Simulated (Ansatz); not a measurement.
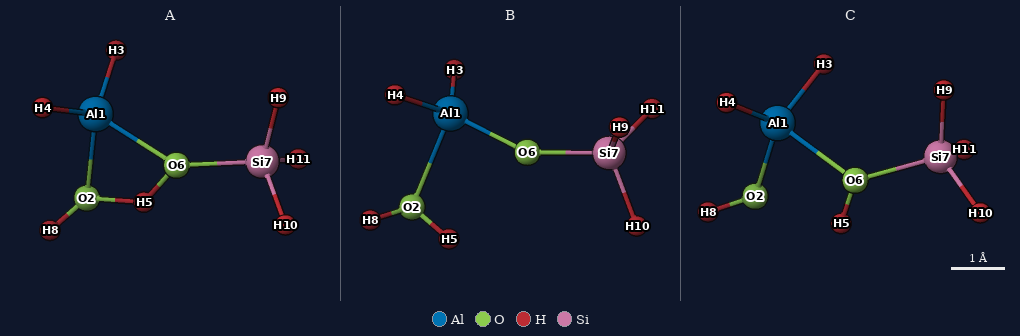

Three geometries of AlSiH7O2: a saddle point and the two minima that it joins, in shuffled order. Style: ball-and-stick. Shown at a tilt. Sticks join atoms that are closer than about 1.2 times the sum of their covalent radii (a little more with hydrogen).

Stationary points at PBE0-D4/def2-TZVP, single-point energies with CAM-B3LYP-D4, B97M-V, B2PLYP, BHLYP-D4, SPW92 (LDA), r2SCAN0-D4 (def2-TZVPP where no basis is named; Ansatz 0.2.0). The energies are electronic, without zero-point or thermal terms, and both ends are the minima reached downhill from the saddle, with any fragments still in contact.

Q: Identify the saddle point and describe the reaction.

A: Frame A is the saddle point. From C over the saddle to B, a bond forms: O2–H5 (2.12 → 1.29 → 0.97 Å). A bond breaks: H5–O6 (0.97 → 1.16 → 2.37 Å). Bonds that stay but change much: Al1–O2 (1.74 → 1.84 → 2.00 Å), Al1–O6 (1.98 → 1.89 → 1.73 Å). The saddle has one imaginary mode, 858i cm⁻¹. With CAM-B3LYP-D4 the barrier is 4.8 kcal/mol from C and 12.0 kcal/mol from B, and B lies 7.2 kcal/mol below C.

| level | barrier from C (kcal/mol) | barrier from B (kcal/mol) | B less C (kcal/mol) |
| --- | --- | --- | --- |
| CAM-B3LYP-D4 | 4.8 | 12.0 | −7.2 |
| B97M-V | 6.5 | 15.1 | −8.6 |
| B2PLYP | 5.1 | 12.6 | −7.5 |
| BHLYP-D4 | 7.0 | 14.7 | −7.8 |
| SPW92 (LDA) | −1.0 | 4.8 | −5.8 |
| r2SCAN0-D4 | 4.6 | 12.3 | −7.7 |
